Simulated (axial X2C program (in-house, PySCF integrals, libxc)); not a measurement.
# SbB: bond curves with and without spin–orbit coupling

What are the state, bond length, wavenumber and bond energy of SbB, and what does spin–orbit coupling change?

The runs use an in-house X2C program for linear molecules on PySCF integrals; all-electron X2C, Sb dyall-cv3z, B dyall-v3z.

All values are calculated.

## Step 1: Set-up

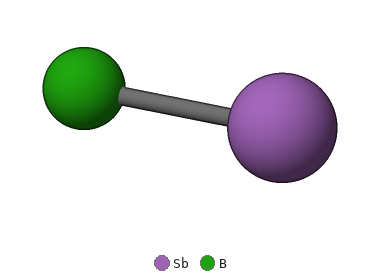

The two atoms at 2.250 Å (antimony purple, boron green).

Contents of task.json:

```json
{"zs": [51, 5], "q": 0, "bas": ["dyall-cv3z", "dyall-v3z"], "levels": ["PBE0", "HF", "r2SCAN"], "cc": true, "r0": 2.25, "thr": -2.0, "nmax": 110, "npts": 10, "nst": 2, "ntry": 8}
```

Keys: zs atomic numbers; q charge; bas basis sets; levels methods (HF also brings MP2); cc coupled cluster on or off; r0 starting distance in Å; thr threshold in hartree for freezing inner shells (an s shell follows its p shell); nmax most natural virtual spinors; npts points asked for on the curve; nst determinants followed; ntry starts of the search.

Launch:

```sh
$ python so2c.py task.json out
```

Spin-free means the one-electron spin-free X2C Hamiltonian; two-component (2c) means X2C with spin–orbit coupling and atomic mean-field two-electron Coulomb and Gaunt terms. Basis: Sb dyall-cv3z contracted to [11s12p8d4f1g], B dyall-v3z contracted to [7s6p2d1f]; Gaussian nuclei, density fitting. Masses: Sb 120.904 u, B 11.009 u.

Notation: σ, π±, δ± give the projection m of an orbital's angular momentum (0, ±1, ±2), α and β its spin, Λ and M_S the sums; ω is the projection of a spinor's total angular momentum and Ω the sum. Logs are in hartree.

The results follow Hamiltonian by Hamiltonian and level by level.

## Step 2: Search for the lowest determinant

PBE0 moves the distance from 2.250 Å to 2.061 Å and compares determinants there.

Spin-free determinants:

```csv
ΔE (eV),state,open shells
0.00,"M_S = 1, Λ = 1","beyond closed shells: σα, π+α, π+β, π-α"
0.13,"M_S = 0, Λ = 1","beyond closed shells: σβ, π+α, π+β, π-α"
0.88,"M_S = 0, Λ = 0",closed shell
0.88,"M_S = 1, Λ = 0","beyond closed shells: π+α, π-α"
1.60,"M_S = 0, Λ = 2","beyond closed shells: π+α, π+β"
1.60,"M_S = 0, Λ = 0","beyond closed shells: π+β, π-α"
1.79,"M_S = 2, Λ = 1","beyond closed shells: σα, 2 × π+α, π-α"
```

Two-component determinants:

```csv
ΔE (eV),state,open shells
0.00,Ω = 2,"excess of +ω over −ω: ω = 1/2, ω = 3/2"
0.14,Ω = 1,"excess of +ω over −ω: ω = -1/2, ω = 3/2"
0.40,Ω = 1,excess of +ω over −ω: 2 × ω = 1/2
0.67,Ω = 0,closed shell
1.43,Ω = 0,closed shell
1.97,Ω = 3,excess of +ω over −ω: 2 × ω = 3/2
3.10,Ω = 4,"excess of +ω over −ω: 2 × ω = 1/2, 2 × ω = 3/2"
```

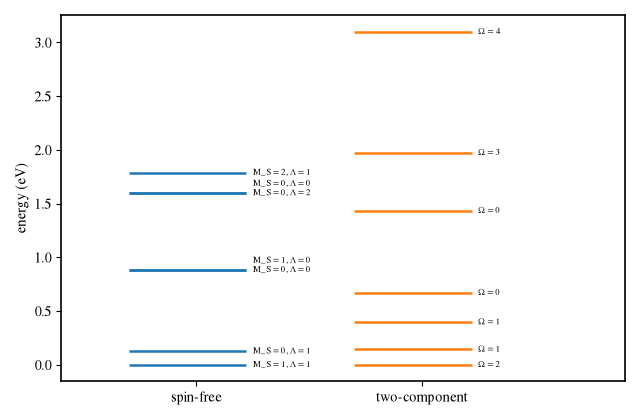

The determinants found, each set from its own lowest.

## Step 3: PBE0, spin-free

State followed: M_S = 1, Λ = 1 (beyond closed shells: σα, π+α, π+β, π-α). The scan is laid around 2.061 Å, a first estimate of the minimum, and this SCF restarts from the orbitals of the search.

The SCF at the reference distance of 2.061 Å:

```text
spin-free X2C-1e  PBE0
basis functions 166  fitting functions 915  grid points 5079
iter        total energy     max residual
   1      -6505.183715827     2.12e-06
   2      -6505.183715827     3.08e-06
converged
one-electron -9063.93440437  Coulomb 2669.00946448  exact exchange -43.28108218  xc functional -132.45085668  nuclear repulsion 65.47316292
```

Along the bond, energies from the lowest point:

```
R (Å)  E (eV)  μ (D)  HOMO (eV)  LUMO (eV)  iterations
1.793  0.8806  -0.87      -6.55      -4.65          11
1.875  0.3566  -0.83      -6.39      -4.52          11
1.937  0.1349  -0.80      -6.28      -4.43          12
1.999  0.0245  -0.76      -6.17      -4.35          13
2.061  0.0000  -0.72      -6.08      -4.27           2
2.133  0.0521  -0.66      -5.97      -4.19          13
2.205  0.1663  -0.59      -5.87      -4.11          13
2.298  0.3712  -0.48      -5.75      -4.01          14
2.411  0.6682  -0.33      -5.61      -3.90          14
2.576  1.1133  -0.23      -5.43      -3.82          16
```

Dipoles are positive if B is the positive end.

Outer orbitals at the reference distance:

```csv
symmetry,occupied,ε (eV),atomic character
σα,yes,-16.25,"55% Sb s, 26% B s, 12% B p"
σβ,yes,-15.19,"58% Sb s, 23% B s, 14% B p"
σα,yes,-10.93,"40% B s, 30% Sb p, 18% Sb s"
σβ,yes,-9.46,"43% Sb p, 31% B s, 18% Sb s"
σα,yes,-7.19,"55% B p, 29% Sb p, 10% B s"
π+α,yes,-6.82,"61% Sb p, 35% B p, 2% B d"
π-α,yes,-6.82,"61% Sb p, 35% B p, 2% B d"
π+β,yes,-6.08,"67% Sb p, 29% B p, 3% B d"
π-β,no,-4.27,"67% Sb p, 30% B p, 3% B d"
σβ,no,-3.08,"50% B p, 23% B s, 18% Sb p"
π+α,no,-2.08,"53% B p, 31% Sb p, 11% Sb d"
π-α,no,-2.08,"53% B p, 31% Sb p, 11% Sb d"
```

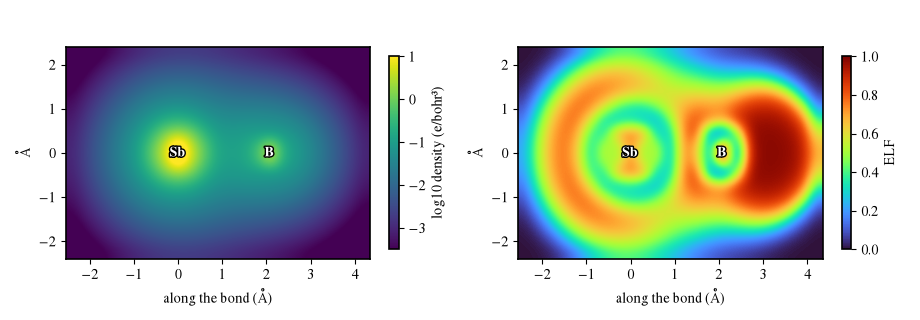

PBE0 fields in a plane through the axis, from a grid of 0.3 Å; Sb lies at z = 0 and B at z = 2.061 Å; the ELF is damped to zero where the density is low.

Re = 2.051 Å, ωe = 691 cm⁻¹, ωexe = 4.25 cm⁻¹, Be = 0.3973 cm⁻¹, De = 2.44 eV, μ = -0.72 D.

## Step 4: HF, spin-free

The SCF at the reference distance of 2.061 Å:

```text
spin-free X2C-1e  HF
basis functions 166  fitting functions 915  grid points 5079
iter        total energy     max residual
   1      -6502.576105700     3.94e-01
   2      -6502.598694545     6.61e-03
   3      -6502.599958223     4.77e-03
   4      -6502.600295619     2.49e-03
   5      -6502.600445663     1.06e-03
   6      -6502.600511909     8.47e-04
   7      -6502.600554725     7.70e-04
   8      -6502.600586260     6.96e-04
   9      -6502.600633651     7.40e-04
  10      -6502.600694075     6.59e-04
  11      -6502.600809284     4.57e-04
  12      -6502.600848166     7.63e-05
  13      -6502.600847758     6.87e-05
  14      -6502.600848445     2.75e-05
  15      -6502.600848517     6.28e-06
  16      -6502.600848520     3.70e-06
  17      -6502.600848523     8.24e-07
  18      -6502.600848523     3.51e-07
converged
one-electron -9063.01501921  Coulomb 2668.14223545  exact exchange -173.20122769  xc functional 0.00000000  nuclear repulsion 65.47316292
```

No constants are quoted: the solution changes its character somewhere along the scan, so the fit is set aside.

## Step 5: r2SCAN, spin-free

Output at 2.061 Å:

```text
spin-free X2C-1e  r2SCAN
basis functions 166  fitting functions 915  grid points 5079
iter        total energy     max residual
   1      -6505.559437754     1.85e-01
   2      -6505.561841052     2.52e-03
   3      -6505.561843323     2.59e-03
   4      -6505.561903274     9.92e-04
   5      -6505.561857588     2.11e-03
   6      -6505.561916956     1.18e-04
   7      -6505.561917583     1.64e-04
   8      -6505.561918282     4.67e-05
   9      -6505.561918424     1.40e-05
  10      -6505.561918437     3.17e-06
  11      -6505.561918438     5.41e-07
converged
one-electron -9063.71721570  Coulomb 2668.80221896  exact exchange 0.00000000  xc functional -176.12008461  nuclear repulsion 65.47316292
```

Re = 2.056 Å, ωe = 690 cm⁻¹, ωexe = 4.04 cm⁻¹, Be = 0.3952 cm⁻¹, De = 2.45 eV, μ = -0.64 D.

## Step 6: Correlated methods, spin-free

Correlated methods: 18 electrons correlated (frozen shells, counted by type: Sb 4 s, 3 p, 1 d; B 1 s), 236 virtual spinors in MP2, 110 natural virtuals in coupled cluster.

Output of the correlated part at 2.061 Å:

```text
correlated 18  virtual 236  natural virtual 110  E(MP2) -0.652084517  MP2 remainder -0.035956641
iter   CCSD correlation   residual
   1     -0.568916173   1.60e-01
   2     -0.584858460   6.87e-02
   3     -0.588460448   3.42e-02
   4     -0.588431344   1.74e-02
   5     -0.589017788   9.92e-03
   6     -0.589198569   4.90e-03
   7     -0.589202451   2.40e-03
   8     -0.589253325   1.06e-03
   9     -0.589225092   4.63e-04
  10     -0.589234178   1.93e-04
  11     -0.589231018   9.76e-05
  12     -0.589232006   4.80e-05
  13     -0.589232101   2.11e-05
  14     -0.589232031   9.74e-06
  15     -0.589232035   4.21e-06
(T) -0.023472406  T1 0.0383  D1 0.1216  max T2 0.097
```

T1 in the output is the amplitude norm over the root of the electron number; divide by √2 for the Lee–Taylor value.

MP2: No constants are quoted: the reference changes its character somewhere along the scan, so the fit is set aside.

CCSD: No constants are quoted: the reference changes its character somewhere along the scan, so the fit is set aside.

CCSD(T): No constants are quoted: the reference changes its character somewhere along the scan, so the fit is set aside.

## Step 7: A higher determinant, spin-free

State: M_S = 0, Λ = 1 (beyond closed shells: σβ, π+α, π+β, π-α).

Output at the reference distance:

```text
spin-free X2C-1e  PBE0
basis functions 166  fitting functions 915  grid points 5079
iter        total energy     max residual
   1      -6505.179064101     2.85e-06
   2      -6505.179064101     4.52e-06
converged
one-electron -9063.95610727  Coulomb 2669.03412597  exact exchange -43.28099383  xc functional -132.44925189  nuclear repulsion 65.47316292
```

```
R (Å)  E above the lowest PBE0 point (eV)
1.793                               1.039
1.875                               0.505
1.937                               0.276
1.999                               0.158
2.061                               0.127
2.133                               0.171
2.205                               0.279
2.298                               0.477
2.411                               0.769
```

Re = 2.057 Å, ωe = 684 cm⁻¹, ωexe = 4.07 cm⁻¹, Be = 0.3948 cm⁻¹, μ = -0.66 D. ⟨S²⟩ = 1.03 against 0.00 for a pure state, so this determinant mixes spins. Te = 0.13 eV.

## Step 8: The spin-free curves together

Energy (eV) of the followed determinant, spin-free, from each level's lowest point:

```
R (Å)   PBE0  HF (jumps)  MP2 (its reference jumps)  CCSD (its reference jumps)  CCSD(T) (its reference jumps)  r2SCAN
1.793  0.881       0.863                      0.855                         n/a                            n/a   0.919
1.875  0.357       0.329                      0.351                       0.374                          0.418   0.380
1.937  0.135       0.111                      0.139                       0.149                          0.180   0.149
1.999  0.024       0.011                      0.031                       0.034                          0.050   0.031
2.061  0.000       0.000                      0.000                       0.000                          0.000   0.000
2.133  0.052       0.067                      0.028                       0.031                          0.012   0.046
2.205  0.166       0.086                      0.614                       0.202                          0.222   0.157
2.298  0.371       0.167                      0.884                       0.420                          0.458   0.360
2.411  0.668       0.289                      1.189                         n/a                            n/a   0.659
2.576  1.113       0.453                      1.559                         n/a                            n/a   1.115
```

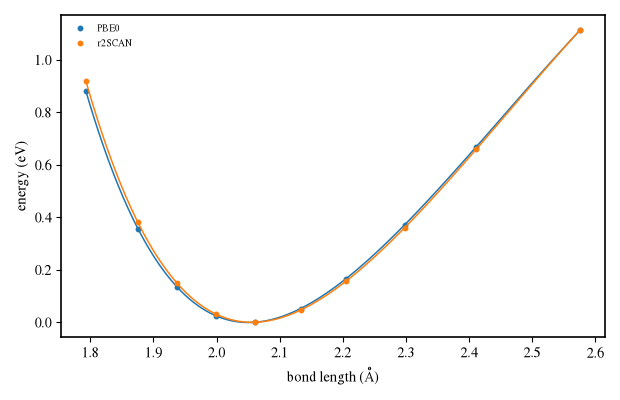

Curves of the followed state, spin-free, each from its own lowest point. Left out: HF, MP2, CCSD, CCSD(T).

## Step 9: PBE0, 2c

State followed: Ω = 2 (excess of +ω over −ω: ω = 1/2, ω = 3/2). The scan is laid around 2.061 Å, a first estimate of the minimum, and this SCF restarts from the orbitals of the search.

Output at 2.061 Å:

```text
two-component X2C + atomic mean field  PBE0
basis functions 166  fitting functions 915  grid points 5079
iter        total energy     max residual
   1      -6502.461951959     4.89e-06
   2      -6502.461951960     6.67e-06
converged
one-electron -9056.16006879  Coulomb 2667.63497293  exact exchange -43.25601910  xc functional -132.37797682  nuclear repulsion 65.47316292  atomic mean-field constant -3.77602311
```

Along the bond, energies from the lowest point:

```
R (Å)  E (eV)  μ (D)  HOMO (eV)  LUMO (eV)  iterations
1.793  0.8898  -0.85      -6.58      -4.49          12
1.875  0.3642  -0.82      -6.46      -4.36          12
1.937  0.1405  -0.79      -6.37      -4.28          11
1.999  0.0275  -0.76      -6.27      -4.19          11
2.061  0.0000  -0.72      -6.19      -4.12           2
2.133  0.0480  -0.67      -6.09      -4.04          13
2.205  0.1575  -0.61      -6.00      -3.97          13
2.298  0.3559  -0.51      -5.89      -3.88          14
2.411  0.6454  -0.36      -5.77      -3.78          15
2.576  1.0905  -0.08      -5.60      -3.80          16
```

Dipoles are positive if B is the positive end.

Outer spinors at the reference distance:

```tsv
ω	occupied	ε (eV)	atomic character	λ mixture
1/2	yes	-16.21	55% Sb s, 26% B s, 12% B p	100% σ
-1/2	yes	-15.17	58% Sb s, 22% B s, 14% B p	100% σ
1/2	yes	-10.91	39% B s, 30% Sb p, 18% Sb s	100% σ
-1/2	yes	-9.44	44% Sb p, 30% B s, 18% Sb s	100% σ
1/2	yes	-7.19	53% B p, 31% Sb p, 10% B s	97% σ, 3% π
-1/2	yes	-6.94	62% Sb p, 33% B p, 3% B d	99% π, 1% σ
3/2	yes	-6.67	56% Sb p, 40% B p, 2% B d	100% π
1/2	yes	-6.19	68% Sb p, 28% B p, 3% B d	97% π, 3% σ
-3/2	no	-4.12	65% Sb p, 31% B p, 3% B d	100% π
-1/2	no	-3.05	50% B p, 23% B s, 18% Sb p	99% σ, 1% π
-1/2	no	-2.11	55% B p, 30% Sb p, 10% Sb d	99% π, 1% σ
3/2	no	-2.02	49% B p, 36% Sb p, 10% Sb d	100% π
```

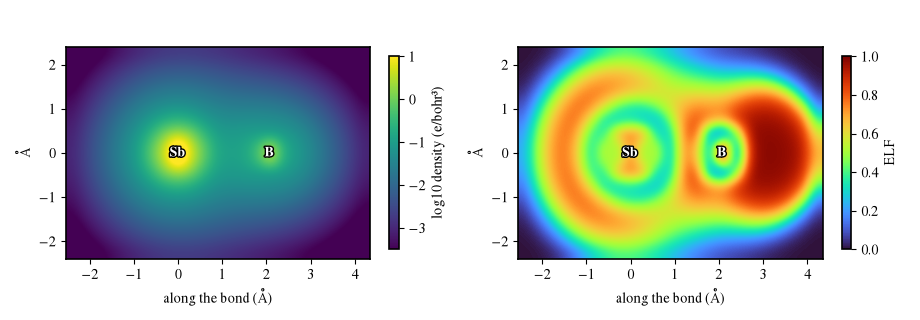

PBE0 fields in a plane through the axis, from a grid of 0.3 Å; Sb lies at z = 0 and B at z = 2.061 Å; the ELF is damped to zero where the density is low.

Re = 2.054 Å, ωe = 684 cm⁻¹, ωexe = 4.34 cm⁻¹, Be = 0.3961 cm⁻¹, De = 2.54 eV, μ = -0.73 D.

## Step 10: HF, 2c

The SCF at the reference distance of 2.061 Å:

```text
two-component X2C + atomic mean field  HF
basis functions 166  fitting functions 915  grid points 5079
iter        total energy     max residual
   1      -6499.852032433     4.17e-01
   2      -6499.874662620     6.51e-03
   3      -6499.876010121     5.32e-03
   4      -6499.876402729     2.47e-03
   5      -6499.876612833     1.75e-03
   6      -6499.876757618     1.49e-03
   7      -6499.876885728     1.33e-03
   8      -6499.877022633     1.15e-03
   9      -6499.877279185     8.53e-04
  10      -6499.877397085     2.72e-04
  11      -6499.877412943     1.13e-04
  12      -6499.877415247     7.03e-05
  13      -6499.877416086     5.40e-05
  14      -6499.877416591     3.45e-05
  15      -6499.877416830     2.37e-05
  16      -6499.877416971     1.26e-05
  17      -6499.877416985     1.19e-05
  18      -6499.877416990     7.55e-06
  19      -6499.877416995     5.69e-06
  20      -6499.877416997     1.86e-06
  21      -6499.877416997     6.91e-07
converged
one-electron -9055.19758631  Coulomb 2666.72875305  exact exchange -173.10572355  xc functional 0.00000000  nuclear repulsion 65.47316292  atomic mean-field constant -3.77602311
```

No constants are quoted: the solution changes its character somewhere along the scan, so the fit is set aside.

## Step 11: r2SCAN, 2c

The SCF at the reference distance of 2.061 Å:

```text
two-component X2C + atomic mean field  r2SCAN
basis functions 166  fitting functions 915  grid points 5079
iter        total energy     max residual
   1      -6502.831421758     1.87e-01
   2      -6502.833984081     2.55e-03
   3      -6502.833990652     2.62e-03
   4      -6502.834053167     8.06e-04
   5      -6502.834015875     1.90e-03
   6      -6502.834063162     1.06e-04
   7      -6502.834063706     1.60e-04
   8      -6502.834064345     4.53e-05
   9      -6502.834064452     1.33e-05
  10      -6502.834064463     3.17e-06
  11      -6502.834064463     5.83e-07
converged
one-electron -9055.93519437  Coulomb 2667.42003283  exact exchange 0.00000000  xc functional -176.01604272  nuclear repulsion 65.47316292  atomic mean-field constant -3.77602311
```

Re = 2.058 Å, ωe = 685 cm⁻¹, ωexe = 4.06 cm⁻¹, Be = 0.3944 cm⁻¹, De = 2.56 eV, μ = -0.63 D.

## Step 12: MP2 and beyond, 2c

Correlated methods: 18 electrons correlated (frozen shells, counted by type: Sb 4 s, 3 p, 1 d; B 1 s), 236 virtual spinors in MP2, 110 natural virtuals in coupled cluster.

Output of the correlated part at 2.061 Å:

```text
correlated 18  virtual 236  natural virtual 110  E(MP2) -0.648490938  MP2 remainder -0.035474446
iter   CCSD correlation   residual
   1     -0.567369248   1.57e-01
   2     -0.583271918   6.74e-02
   3     -0.586708621   3.49e-02
   4     -0.586808692   1.81e-02
   5     -0.587498354   1.02e-02
   6     -0.587696399   5.16e-03
   7     -0.587706888   2.34e-03
   8     -0.587758136   9.72e-04
   9     -0.587728891   4.14e-04
  10     -0.587736846   1.76e-04
  11     -0.587733234   8.84e-05
  12     -0.587734214   4.24e-05
  13     -0.587734286   2.00e-05
  14     -0.587734173   1.09e-05
  15     -0.587734241   6.48e-06
  16     -0.587734378   3.56e-06
  17     -0.587734367   1.89e-06
(T) -0.022818286  T1 0.0415  D1 0.1239  max T2 0.097
```

MP2: No constants are quoted: the reference changes its character somewhere along the scan, so the fit is set aside.

CCSD: No constants are quoted: the reference changes its character somewhere along the scan, so the fit is set aside.

CCSD(T): No constants are quoted: the reference changes its character somewhere along the scan, so the fit is set aside.

## Step 13: A higher determinant, 2c

State: Ω = 1 (excess of +ω over −ω: ω = -1/2, ω = 3/2).

Output at the reference distance:

```text
two-component X2C + atomic mean field  PBE0
basis functions 166  fitting functions 915  grid points 5079
iter        total energy     max residual
   1      -6502.456677678     5.63e-06
   2      -6502.456677678     1.11e-05
converged
one-electron -9056.15393684  Coulomb 2667.62895314  exact exchange -43.25463897  xc functional -132.37419481  nuclear repulsion 65.47316292  atomic mean-field constant -3.77602311
```

```
R (Å)  E above the lowest PBE0 point (eV)
1.793                               1.065
1.875                               0.530
1.937                               0.299
1.999                               0.179
2.061                               0.144
2.133                               0.182
2.205                               0.280
2.298                               0.458
2.411                               0.650
```

No constants are quoted: the solution changes its character somewhere along the scan, so the fit is set aside.

## Step 14: The 2c curves together

Energy (eV) of the followed determinant, 2c, from each level's lowest point:

```
R (Å)   PBE0  HF (jumps)  MP2 (its reference jumps)  CCSD (its reference jumps)  CCSD(T) (its reference jumps)  r2SCAN
1.793  0.890       0.887                      0.831                         n/a                            n/a   0.925
1.875  0.364       0.348                      0.329                       0.381                          0.417   0.386
1.937  0.141       0.124                      0.120                       0.154                          0.178   0.153
1.999  0.028       0.017                      0.019                       0.036                          0.048   0.033
2.061  0.000       0.000                      0.000                       0.000                          0.000   0.000
2.133  0.048       0.060                      0.055                       0.032                          0.018   0.044
2.205  0.158       0.177                      0.165                       0.121                          0.095   0.151
2.298  0.356       0.364                      0.370                       0.289                          0.250   0.350
2.411  0.645       0.426                      1.182                         n/a                            n/a   0.645
2.576  1.091       0.598                      1.584                         n/a                            n/a   1.103
```

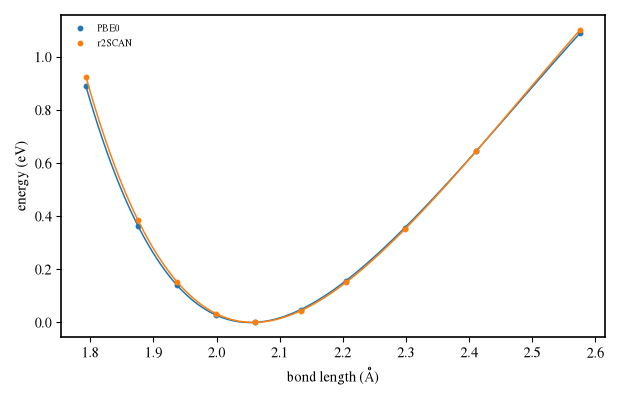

Curves of the followed state, 2c, each from its own lowest point. Left out: HF, MP2, CCSD, CCSD(T).

Time for the job: 7 min (1 thread of Arm Neoverse V1, shared host); peak memory 1.7 GiB.

## Step 15: Constants

Lowest determinant that the search found at its distance, spin-free: M_S = 1, Λ = 1 (beyond closed shells: σα, π+α, π+β, π-α).

Lowest determinant that the search found at its distance, 2c: Ω = 2 (excess of +ω over −ω: ω = 1/2, ω = 3/2).

```tsv
Hamiltonian	level	Re (Å)	ωe (cm⁻¹)	De (eV)	μ (D)
spin-free	PBE0	2.051	691	2.44	-0.72
spin-free	r2SCAN	2.056	690	2.45	-0.64
2c	PBE0	2.054	684	2.54	-0.73
2c	r2SCAN	2.058	685	2.56	-0.63
```

Dipoles are positive if B is the positive end. No constants: spin-free HF (the solution changes its character somewhere along the scan, so the fit is set aside); spin-free MP2 (the reference changes its character somewhere along the scan, so the fit is set aside); spin-free CCSD (the reference changes its character somewhere along the scan, so the fit is set aside); spin-free CCSD(T) (the reference changes its character somewhere along the scan, so the fit is set aside); 2c HF (the solution changes its character somewhere along the scan, so the fit is set aside); 2c MP2 (the reference changes its character somewhere along the scan, so the fit is set aside); 2c CCSD (the reference changes its character somewhere along the scan, so the fit is set aside); 2c CCSD(T) (the reference changes its character somewhere along the scan, so the fit is set aside).

Time per point (s) on 1 thread of Arm Neoverse V1, shared host (2c runs); the times are rough: PBE0 0.62, r2SCAN 0.62.

What this shows: At PBE0, going from spin-free to two-component changes Re by +3 mÅ, ωe by -1.0 %; the spin-free picture holds up (part of it comes from the scalar share of the two-electron terms). De moves by +0.10 eV; both De rest on single-determinant atoms, which can miss part of an open shell's spin–orbit lowering.

De refers to Sb + B, each in the lowest determinant found, which need not be this curve's own limit. Each curve is one determinant whose occupation by symmetry is held fixed; it was picked as the lowest of a PBE0 search that is not exhaustive. De is counted from the lowest determinant-based energies of the atoms at the same level, without counterpoise correction. Density functionals use the spin component along the axis (collinear). The meta-GGAs lack a current-density term, which matters for open shells with orbital currents, atoms included. With several unpaired electrons one determinant need not be a pure state.
